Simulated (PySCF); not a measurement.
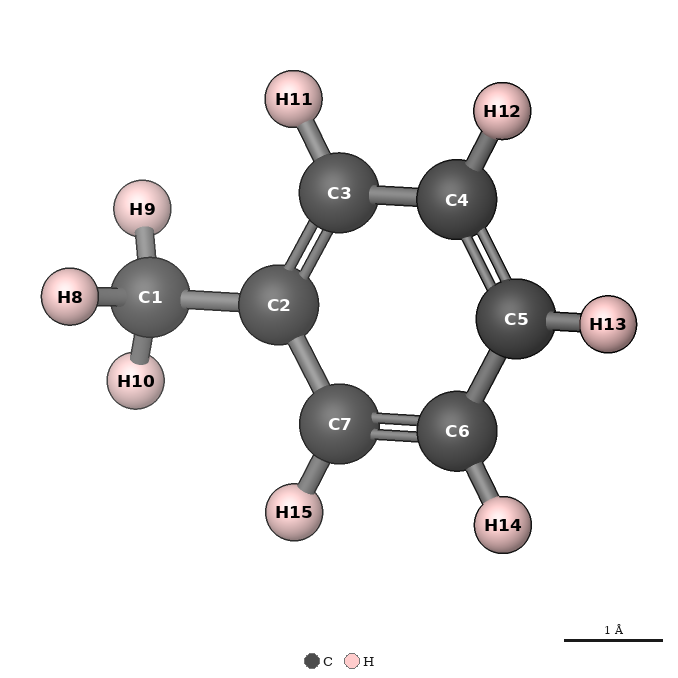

Orthographic view. Atoms fade into the background with distance from the viewer. The computed structure is the end point of a PBE0-D3(BJ)/def2-TZVP optimisation. No frequency run is at hand to confirm it as a minimum.

Write a MOL file (V2000) with the atoms in numerical order, bonds sorted by atom number with the orders drawn, and coordinates in the frame of the picture: x right, y up, z towards the viewer, origin at the mean position.

```
C7H8
                    3D

 15 15  0  0  0  0  0  0  0  0999 V2000
   -1.9400    0.1100   -1.0600 C   0  0  0  0  0  0  0  0  0  0  0  0
   -0.6200    0.0400   -0.3600 C   0  0  0  0  0  0  0  0  0  0  0  0
    0.0000    1.1900    0.1200 C   0  0  0  0  0  0  0  0  0  0  0  0
    1.2100    1.1200    0.7900 C   0  0  0  0  0  0  0  0  0  0  0  0
    1.8200   -0.1100    1.0100 C   0  0  0  0  0  0  0  0  0  0  0  0
    1.2100   -1.2600    0.5400 C   0  0  0  0  0  0  0  0  0  0  0  0
    0.0000   -1.1900   -0.1400 C   0  0  0  0  0  0  0  0  0  0  0  0
   -2.7700    0.1200   -0.3400 H   0  0  0  0  0  0  0  0  0  0  0  0
   -2.0200    1.0200   -1.6600 H   0  0  0  0  0  0  0  0  0  0  0  0
   -2.0900   -0.7400   -1.7200 H   0  0  0  0  0  0  0  0  0  0  0  0
   -0.4700    2.1500   -0.0500 H   0  0  0  0  0  0  0  0  0  0  0  0
    1.6800    2.0300    1.1500 H   0  0  0  0  0  0  0  0  0  0  0  0
    2.7600   -0.1600    1.5300 H   0  0  0  0  0  0  0  0  0  0  0  0
    1.6800   -2.2300    0.6900 H   0  0  0  0  0  0  0  0  0  0  0  0
   -0.4600   -2.1000   -0.5100 H   0  0  0  0  0  0  0  0  0  0  0  0
  1  2  1  0
  1  8  1  0
  1  9  1  0
  1 10  1  0
  2  3  2  0
  2  7  1  0
  3  4  1  0
  3 11  1  0
  4  5  2  0
  4 12  1  0
  5  6  1  0
  5 13  1  0
  6  7  2  0
  6 14  1  0
  7 15  1  0
M  END
```
